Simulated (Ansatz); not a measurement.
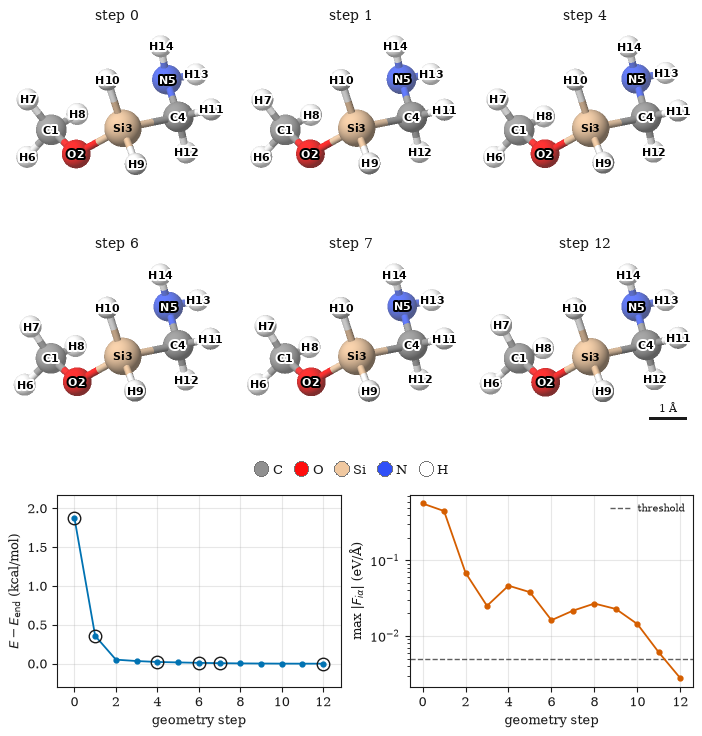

Frames of a relaxation of C2H9NOSi, marked on the history of the run. A ball-and-stick model, seen from a free direction.

The start comes from PBE-D4/def2-SVP.

Method: Ansatz, RKS PBE0-D4/def2-TZVP. Set-up: force threshold 0.005 eV/Å; at most 150 steps.

What happens along the run?

The energy falls by 1.88 kcal/mol in 12 geometry steps. Largest force component: 0.57 eV/Å at the start, 0.0028 eV/Å at the end. H8 moves most after the best rigid fit: 0.20 Å. Largest moves by element: H 0.20 Å, N 0.06 Å, O 0.05 Å, Si 0.05 Å, C 0.02 Å. Some distances before and after: O2–Si3 1.679 → 1.640 Å, Si3–C4 1.899 → 1.877 Å, C1–H7 1.117 → 1.097 Å, C1–H6 1.111 → 1.091 Å. Cost: 52 s on 4 threads of Arm Neoverse V1, with other jobs on the host. From step 0 to 1: H atoms move most (0.04 Å), energy −1.52 kcal/mol. From step 1 to 4: H8 moves most (0.06 Å), energy −0.34 kcal/mol. From step 4 to 6: H8 moves most (0.06 Å), energy −0.01 kcal/mol. From step 6 to 7: H atoms move most (0.03 Å), energy 0.00 kcal/mol. From step 7 to 12: H atoms move most (0.05 Å), energy −0.01 kcal/mol.

| step | E − E(0), kcal/mol | largest force component, eV/Å |
| --- | --- | --- |
| 0 | 0.00 | 0.5657 |
| 1 | -1.52 | 0.4497 |
| 2 | -1.82 | 0.0687 |
| 3 | -1.84 | 0.0250 |
| 4 | -1.85 | 0.0463 |
| 5 | -1.86 | 0.0380 |
| 6 | -1.87 | 0.0162 |
| 7 | -1.87 | 0.0216 |
| 8 | -1.87 | 0.0269 |
| 9 | -1.87 | 0.0228 |
| 10 | -1.88 | 0.0144 |
| 11 | -1.88 | 0.0061 |
| 12 | -1.88 | 0.0028 |
